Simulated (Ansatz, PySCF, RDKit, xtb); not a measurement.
CH4O (SMILES CO) and HBr (SMILES Br) are pulled apart as rigid monomers along the line of their centres of mass, from the B3LYP-D3(BJ)/def2-TZVP minimum. Starting geometry (charge 0, multiplicity 1):
```xyz
8

C     -0.1565     0.4894     0.2119
O     -0.1782    -0.7630     0.9054
H     -0.0389     0.3383    -0.8634
H      0.7040     1.0369     0.5894
H     -1.0601     1.0723     0.4066
H     -0.9356    -1.2792     0.6077
Br    -0.5418    -0.0127     4.0254
H     -0.3351    -0.4349     2.6448
```

Interaction energies with rigid monomers; basis-set methods are counterpoise corrected unless marked otherwise.

Correlated levels freeze the cores. Filled d and f shells under p-block atoms count as core. Rows in 6-31G* carry no dispersion term and start afresh at each structure (6-31G* with six Cartesian d functions); the Pople sets are all-electron and without relativity.

Codes used: Ansatz (Gaussian basis) for Hartree–Fock, density functionals and correlated methods; PySCF for 6-31G* rows, the dispersion terms; RDKit for the force fields; xtb for the GFN methods. Each number belongs to the level named beside it.

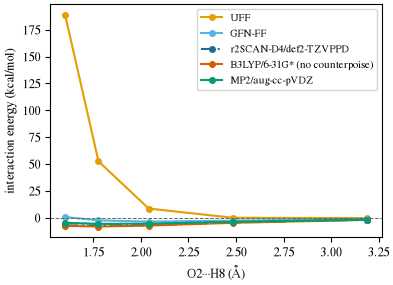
*Interaction energy against separation*

Q: Which level binds most strongly at O2···H8 = 1.78, and by how much?

A: B3LYP/6-31G* (no counterpoise), -8.3 kcal/mol.

Ansatz is an electronic-structure program.
